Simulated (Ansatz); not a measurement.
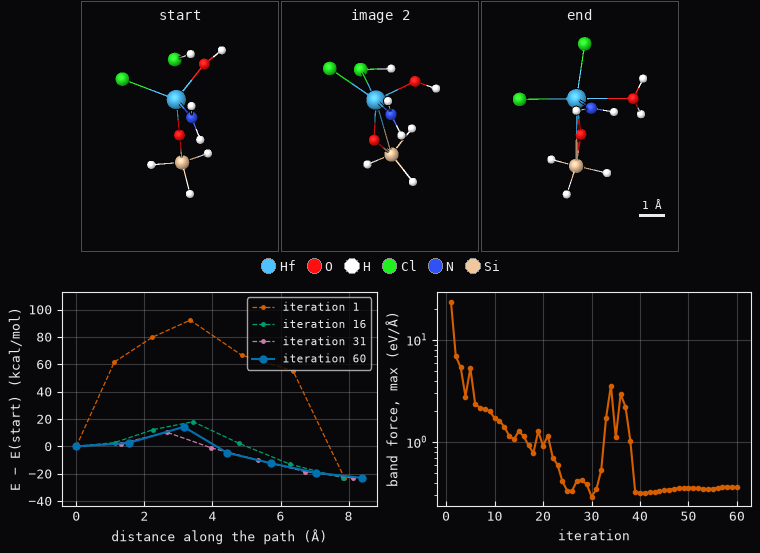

A search for the minimum-energy path of HfSiNH7O2Cl2 by the nudged elastic band. Images are numbered from 0 (start) to 6 (end). The plot follows the band through its iterations. The picture is a ball-and-stick view, seen from a free direction.

Theory: RHF/def2-SVP in Ansatz 0.2.0. Settings: 5 movable images; climbing image; force threshold 0.03 eV/Å; iteration limit 60; optimiser FIRE; starting path through a guess of the saddle point.

Q: How did the profile develop, and is the result final?

A: The result isn't final. The band hadn't converged when the run stopped after 60 iterations. The largest component of the band force went from 24 to 0.36 eV/Å. The barrier read from it is provisional: over the last two iterations the highest image moved from 13.3 kcal/mol to 14.2 kcal/mol. The first iteration put the highest image at 92.3 kcal/mol. Forward barrier 14.2 kcal/mol, backward barrier 37.3 kcal/mol, with image 2 at the top; the reaction energy is −23.1 kcal/mol.

Limits of the set-up: Hartree-Fock leaves out electron correlation.
